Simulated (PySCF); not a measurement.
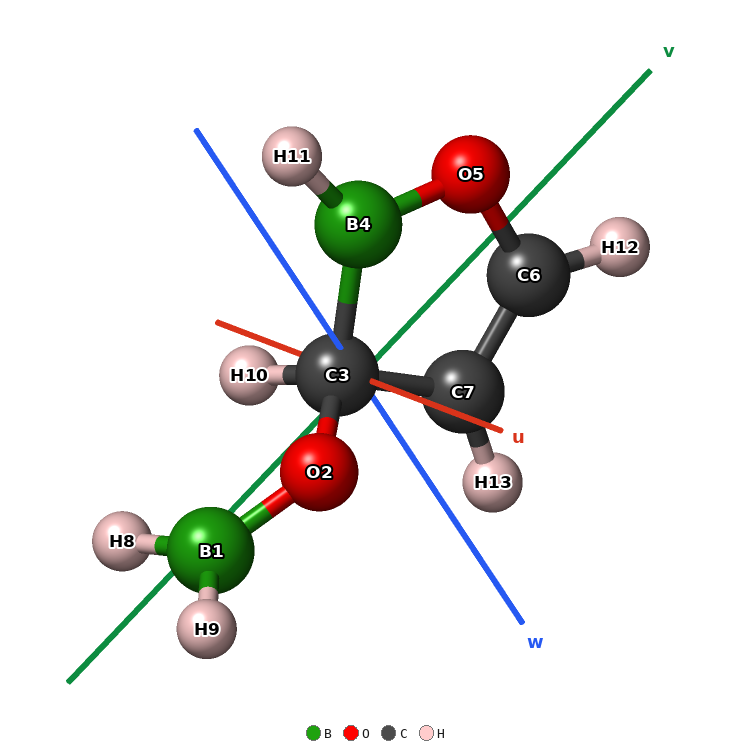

The lines u, v and w are the principal axes of the static dipole polarisability. Computed geometry: PBE0-D3(BJ)/def2-SVP optimisation. No frequency run is at hand to confirm it as a minimum. Level of theory: PBE0/6-31+G* (PySCF 2.14.0).

Question: Along which axis is the molecule most polarisable, and along which least?

Answer: Most along v (close to the long direction B1···O5), least along u.

Question: Give the three principal values.

Answer: u 49.8, v 84.7, w 60.4 bohr³; mean 65.0, anisotropy 31.1 bohr³.
